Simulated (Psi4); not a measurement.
# GaH2O (SMILES [O][GaH2]): U-wB97X-D/aug-cc-pVDZ (sweep point 8)

Aim: the vertical ionisation energy of GaH2O at U-wB97X-D/aug-cc-pVDZ (sweep point 8), from 2 runs. 

Program for the calculation: Psi4 1.11.

4 further runs of the same task are left out: 4 set aside as unsound or not needed.

### Step 1. Starting point

GaH2O: 4 atoms, total charge 0, spin state doublet. As SMILES, `[O][GaH2]`. Geometry: relaxed at PBE0-D4/def2-TZVP.

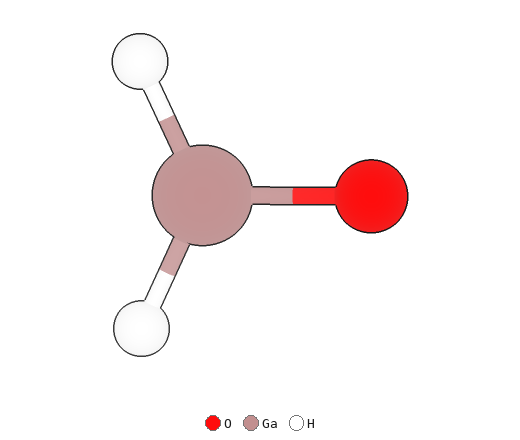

The structure, seen from a chosen angle (oxygen red, gallium pink, hydrogen white).

### Step 2. A single-point energy at U-wB97X-D/aug-cc-pVDZ (sweep point 8)

The input, run.py:

```python
import psi4

psi4.set_memory('1600 MB')
psi4.set_num_threads(1)
psi4.core.set_output_file('output.dat', False)

geom = psi4.geometry("""
0 2
O     -0.885700    -0.494600     1.322100
Ga     0.078800     0.019500    -0.100900
H     -0.675200    -0.040800    -1.460300
H      1.537600     0.455600     0.218700
symmetry c1
""")

options = {'basis': 'aug-cc-pVDZ', 'reference': 'uks', 'puream': True, 'scf_type': 'pk', 'dft_radial_points': 250, 'dft_spherical_points': 1202, 'maxiter': 150}
psi4.set_options(options)

e_tot, wfn = psi4.energy("wb97x-d", molecule=geom, return_wfn=True)
print('E =', round(e_tot, 9))
```

On the command line:

```console
$ python run.py
```

output.dat:

```text
[...]
  Running in c1 symmetry.
[...]
  Nuclear repulsion =   97.412422056959187
[...]
  Multiplicity = 2
[...]
  Nalpha       = 21
  Nbeta        = 20
[...]
    Number of basis functions: 77
[...]
   @UKS iter   1: -2000.48739994423386   -3.56749e+00   1.48928e-02 DIIS/ADIIS
[...]
   @UKS iter  10: -2001.21990232133817   -2.18654e-08   4.07752e-07 DIIS
[...]
   @S^2 Observed:                7.555855901E-01
[...]
    Orbital Energies [Eh]
    ---------------------
    Alpha Occupied:
       1A   -372.877522     2A    -46.150501     3A    -40.883290
       4A    -40.879704     5A    -40.879670     6A    -19.317506
       7A     -5.657718     8A     -3.938431     9A     -3.929701
      10A     -3.928147    11A     -1.077496    12A     -0.971918
      13A     -0.970191    14A     -0.967939    15A     -0.966021
      16A     -0.950392    17A     -0.556470    18A     -0.492993
      19A     -0.436267    20A     -0.423774    21A     -0.403569
    Alpha Virtual:
      22A      0.000753    23A      0.032827    24A      0.035539
      25A      0.053270    26A      0.054186    27A      0.063293
[...]
  @UKS Final Energy: -2001.21990232133817
   => Energetics <=
    Nuclear Repulsion Energy =             97.4124220569591870
    One-Electron Energy =               -2981.6498827112864092
    Two-Electron Energy =                 945.5431647426628388
    DFT Exchange-Correlation Energy =     -62.5251863820053870
    Empirical Dispersion Energy =          -0.0004200276685265
    VV10 Nonlocal Energy =                  0.0000000000000000
    Total Energy =                      -2001.2199023213381679
[...]
 Multipole Moments:
 ------------------------------------------------------------------------------------
     Multipole            Electronic (a.u.)      Nuclear  (a.u.)        Total (a.u.)
 ------------------------------------------------------------------------------------
 L = 1.  Multiply by 2.5417464519 to convert [e a0] to [Debye]
 Dipole X            :          0.5865852           -0.1334359            0.4531493
 Dipole Y            :          0.3124917           -0.0709995            0.2414922
 Dipole Z            :         -0.8655077            0.1969126           -0.6685951
 Magnitude           :                                                    0.8430197
[...]
```

The script printed:

```text
E = -2001.219902321
```

Run time: 1.8 min. Hardware: 1 thread of Intel Xeon Platinum 8259CL at 2.50GHz (Skylake/Cascade Lake), shared host; peak memory 1.4 GiB.

### Step 3. The singlet cation at the same level

The input, job.py:

```python
import psi4

psi4.set_memory('1600 MB')
psi4.set_num_threads(1)
psi4.set_output_file('output.dat', False)

molecule = psi4.geometry("""
1 1
O     -0.885700    -0.494600     1.322100
Ga     0.078800     0.019500    -0.100900
H     -0.675200    -0.040800    -1.460300
H      1.537600     0.455600     0.218700
symmetry c1
""")

psi4.set_options(dict(basis='aug-cc-pVDZ', puream=True, scf_type='pk', dft_radial_points=250, dft_spherical_points=1202))

E, wfn = psi4.energy("WB97X-D", return_wfn=True)
print(f'total energy {E:.8f} hartree = {E * 27.211386:.5f} eV')
```

On the command line:

```console
$ python job.py
```

output.dat:

```text
[...]
  Running in c1 symmetry.
[...]
  Nuclear repulsion =   97.412422056959187
[...]
  Multiplicity = 1
[...]
  Nalpha       = 20
  Nbeta        = 20
[...]
    Number of basis functions: 77
[...]
   @RKS iter   1: -1999.93711848356133   -3.01721e+00   1.66738e-02 DIIS/ADIIS
[...]
   @RKS iter   9: -2000.76520790205041   -6.30431e-07   7.97620e-07 DIIS
[...]
    Orbital Energies [Eh]
    ---------------------
    Doubly Occupied:
       1A   -373.172916     2A    -46.444941     3A    -41.177112
       4A    -41.174706     5A    -41.174646     6A    -19.656078
       7A     -5.949243     8A     -4.227572     9A     -4.221422
      10A     -4.221147    11A     -1.354209    12A     -1.262115
      13A     -1.259276    14A     -1.258204    15A     -1.256574
      16A     -1.238569    17A     -0.829992    18A     -0.716896
      19A     -0.709781    20A     -0.700334
[...]
  @RKS Final Energy: -2000.76520790205041
   => Energetics <=
    Nuclear Repulsion Energy =             97.4124220569591870
    One-Electron Energy =               -2969.5315282003539323
    Two-Electron Energy =                 933.6580505183940204
    DFT Exchange-Correlation Energy =     -62.3037322493810777
    Empirical Dispersion Energy =          -0.0004200276685265
    VV10 Nonlocal Energy =                  0.0000000000000000
    Total Energy =                      -2000.7652079020501787
[...]
 Multipole Moments:
 ------------------------------------------------------------------------------------
     Multipole            Electronic (a.u.)      Nuclear  (a.u.)        Total (a.u.)
 ------------------------------------------------------------------------------------
 L = 1.  Multiply by 2.5417464519 to convert [e a0] to [Debye]
 Dipole X            :          0.6348282           -0.1334359            0.5013923
 Dipole Y            :          0.3382285           -0.0709995            0.2672290
 Dipole Z            :         -0.9365494            0.1969126           -0.7396367
 Magnitude           :                                                    0.9326672
[...]
```

Standard output:

```text
total energy -2000.76520790 hartree = -54443.59437 eV
```

Run time: 74 s. Hardware: 1 thread of Intel Xeon Platinum 8259CL at 2.50GHz (Skylake/Cascade Lake), shared host; peak memory 1.4 GiB.

### Step 4. Summary of results

Level: U-wB97X-D/aug-cc-pVDZ (sweep point 8).

| quantity | value |
| --- | --- |
| doublet GaH2O: total energy | -2001.21990 Eh |
| doublet GaH2O: dipole moment | 2.14 D |
| doublet GaH2O: HOMO energy (highest over α and β) | -10.71 eV |
| doublet GaH2O: LUMO energy (lowest over α and β) | -2.11 eV |
| doublet GaH2O: dispersion energy | -1.10 kJ/mol |
| doublet GaH2O: ⟨S²⟩ | 0.756 |
| singlet cation: total energy | -2000.76521 Eh |
| singlet cation: HOMO energy | -19.06 eV |
| singlet cation: LUMO energy | -12.52 eV |
| singlet cation: HOMO–LUMO gap | 6.54 eV |
| singlet cation: dispersion energy | -1.10 kJ/mol |
| vertical ionisation energy (to the singlet cation) | 12.373 eV |

What this shows: The vertical ionisation energy comes to 12.37 eV (285 kcal/mol). Only the singlet of the ionised species was computed; a triplet could lie lower.
